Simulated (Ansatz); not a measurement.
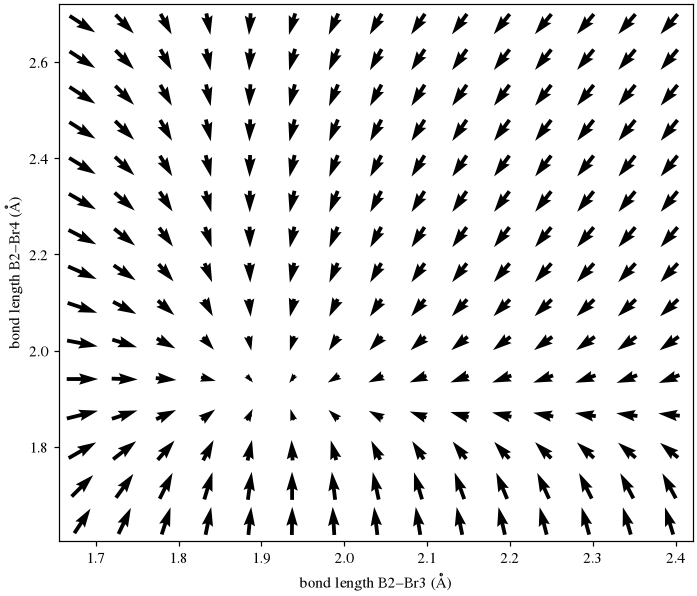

BBr₂F, SMILES FB(Br)Br. Coordinates scanned: (1) bond length B2–Br3; (2) bond length B2–Br4. Nothing is relaxed (all other coordinates rigid). The scan uses a 15 × 15 grid. Points are written as (first, second). Method: RHF/def2-TZVP (Ansatz 0.2.0).

Drawn: dots at the grid points, arrows along the force (downhill), their lengths compressed.

**The arrows alone are given. Where is the energy lowest?**

The arrows converge at about (1.914 Å, 1.914 Å) (read from the interpolated surface).

The energy map of the same scan:

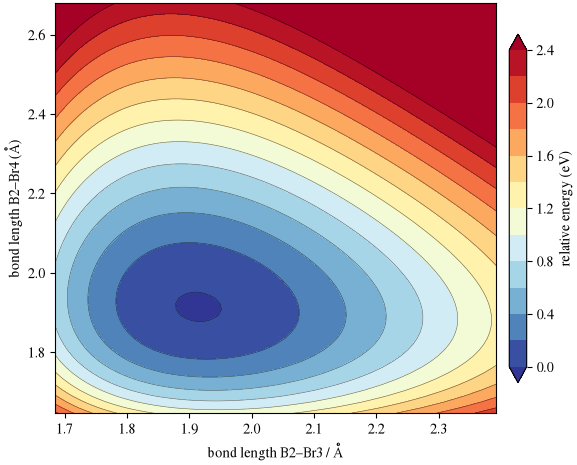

Energies are in eV, from the lowest grid point; between grid points the surface is interpolated.
